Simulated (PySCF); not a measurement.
**C$_{2}$H$_{5}$Ga: excited-state calculation**

- system: C$_{2}$H$_{5}$Ga
- method: TDA wB97X-D/pcSseg-2, vertical, gas phase, core orbitals frozen in the response (PySCF 2.14.0)

The geometry comes from this level: GFN2-xTB. It belongs to a series of runs on one base structure; here: wB97X-D/pcSseg-2; 6 states, TDA; aux def2-universal-jkfit.

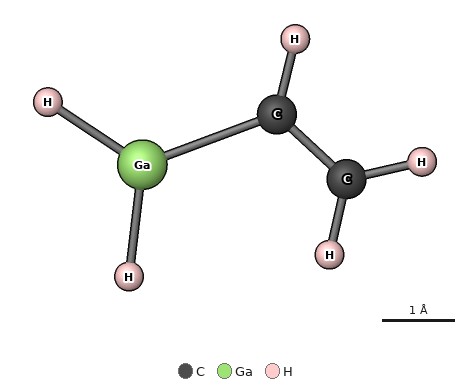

Fig. 1: The structure (ball-and-stick view, seen on its broad side). Sticks mark near contacts. Bond lengths as drawn: C–C 1.33 Å, C–Ga 2.01 Å, C–H 1.08 to 1.09 Å and Ga–H 1.58 Å.

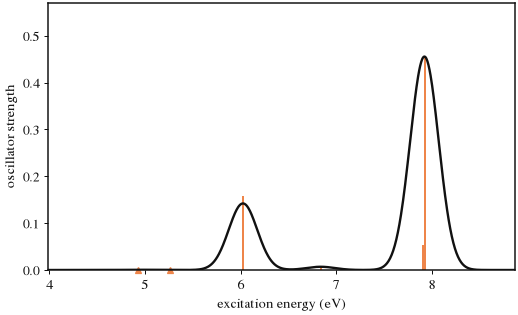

Fig. 2: Computed excitations as sticks (degenerate states added up, dark ones marked on the axis), with a Gaussian envelope of 0.35 eV full width at half maximum, scaled to the tallest. Of the 6 states the lowest lies at 4.93 eV (f = 0.001); the strongest line is at 7.92 eV, or 157 nm (f = 0.456).

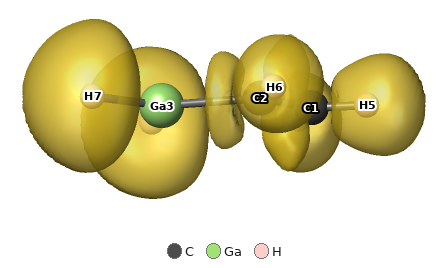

Fig. 3: Isosurface of the ELF at 0.75 (yellow), seen from the side. Only the valence region is drawn (cores and ρ < 0.01 e/Å³ removed). The ELF exceeds this value in one region between bonded C–C atoms (shared pairs), five regions around hydrogen nuclei and one lobe of the valence shell of C pointing towards Ga. Along the contacts the grid gives the following. C–C (1.33 Å): the ELF peaks at about 0.90 between the atoms; a multiple bond by its length, whose ELF region spreads away from the axis. C–Ga (2.01 Å): the ELF peaks at about 0.95 in the valence shell of C, 0.7 Å from its nucleus, and is about 0.60 at the midpoint.

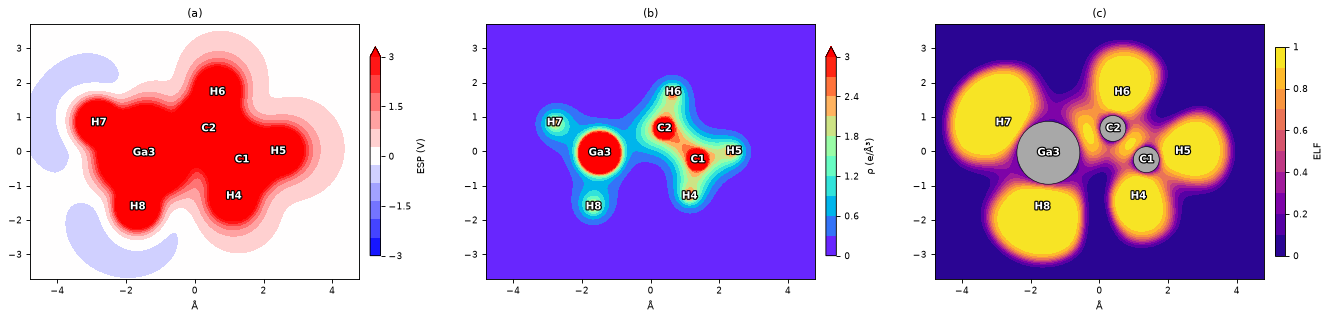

Fig. 4: (a) electrostatic potential; (b) electron density; (c) electron localisation function on the molecular plane. Grey discs, where drawn, cover atomic cores. C–Ga (2.01 Å): ρ is about 0.76 e/Å³ halfway; the ELF peaks at about 0.95 in the valence shell of C, 0.7 Å from its nucleus, and is about 0.60 at the midpoint. Ga–H (1.58 Å): ρ is about 0.98 e/Å³ halfway, with its minimum of 0.79 e/Å³ about 0.9 Å from Ga; the ELF climbs to about 1 towards the hydrogen.

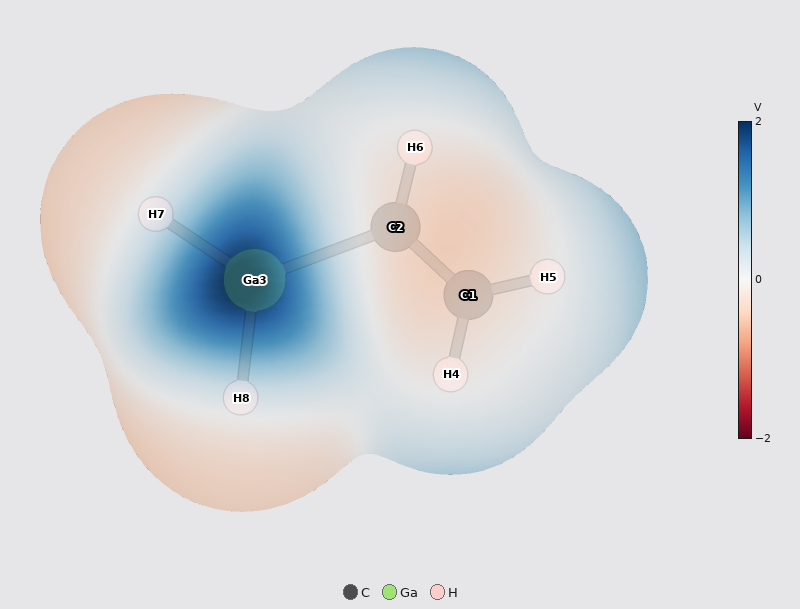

Fig. 5: The electrostatic potential painted on the density surface at 0.001 e/bohr³, seen face on; red is negative and blue positive. Its dipole moment is 0.82 D.

The input and output of the run follow.

### The input
```
{"job": {"kind": "uv", "xc": "wB97X-D", "basis": "pcSseg-2", "nstates": 6, "ntriplets": 5, "tda": true, "scf": {"aux": "def2-universal-jkfit"}}, "charge": 0, "multiplicity": 1}
C     -1.332869    -0.044979    -0.384849
C     -0.348311    -0.610382     0.307507
Ga     1.436133     0.306229     0.232546
H     -1.152938     0.864549    -0.952735
H     -2.341668    -0.434668    -0.430387
H     -0.545956    -1.521498     0.870895
H      2.753623    -0.172198     0.969367
H      1.541044     1.622360    -0.636909
```

The first line tells a small driver script what to run in PySCF; the rest is the geometry in Å.

Command:
```bash
OMP_NUM_THREADS=1 python <driver script> task.json out
```

### Log
```
final grid: 62568 points
cycle   1  E = -2004.0635158142  dE = -5.157e-01  |g| = 1.040e+00  |ddm| = 1.875e+00
cycle   2  E = -2004.0366847089  dE =  2.683e-02  |g| = 1.239e+00  |ddm| = 5.907e-01
cycle   3  E = -2004.1308993293  dE = -9.421e-02  |g| = 8.915e-02  |ddm| = 3.147e-01
cycle   4  E = -2004.1314413092  dE = -5.420e-04  |g| = 2.225e-02  |ddm| = 4.700e-02
cycle   5  E = -2004.1315765190  dE = -1.352e-04  |g| = 4.314e-03  |ddm| = 2.015e-02
cycle   6  E = -2004.1315843613  dE = -7.842e-06  |g| = 2.069e-03  |ddm| = 8.906e-03
cycle   7  E = -2004.1315853750  dE = -1.014e-06  |g| = 4.172e-04  |ddm| = 1.567e-03
cycle   8  E = -2004.1315854336  dE = -5.856e-08  |g| = 9.965e-05  |ddm| = 6.822e-04
cycle   9  E = -2004.1315854370  dE = -3.385e-09  |g| = 1.368e-05  |ddm| = 1.848e-04
cycle  10  E = -2004.1315854371  dE = -1.173e-10  |g| = 3.385e-06  |ddm| = 4.677e-05
converged SCF energy = -2004.1315854371

Static polarisability (au): isotropic 54.838, principal 36.481 54.283 73.751

Singlet excitations
state   eV       nm        f      main configurations
  1   4.9301    251.5   0.00057   H->L 0.97
  2   5.2656    235.5   0.00008   H-2->L 0.98
  3   6.0238    205.8   0.15884   H-1->L 0.95
  4   6.8352    181.4   0.00772   H->L+1 0.93
  5   7.9004    156.9   0.05409   H-1->L+2 0.77
  6   7.9206    156.5   0.45566   H->L+2 0.51, H-1->L+1 0.38

Triplet excitations (Tamm-Dancoff, eV): 4.2154 4.5610 4.9273 6.3770 6.4112
```

### Summary

```csv
quantity,value
outcome,converged
total energy,−2004.131585 hartree
HOMO,−9.89 eV
LUMO,−0.11 eV
dipole moment,0.82 D
mean polarisability,54.84 a.u.
lowest singlet excitation,4.93 eV
hardware,"1 CPU thread, shared host"
wall time,28 s
peak memory,0.76 GiB
```

### Remarks

Settings chosen away from the usual ones: wB97X-D/pcSseg-2; 6 states, TDA; aux def2-universal-jkfit. Spin–orbit coupling is left out, which matters for the heavy atoms.
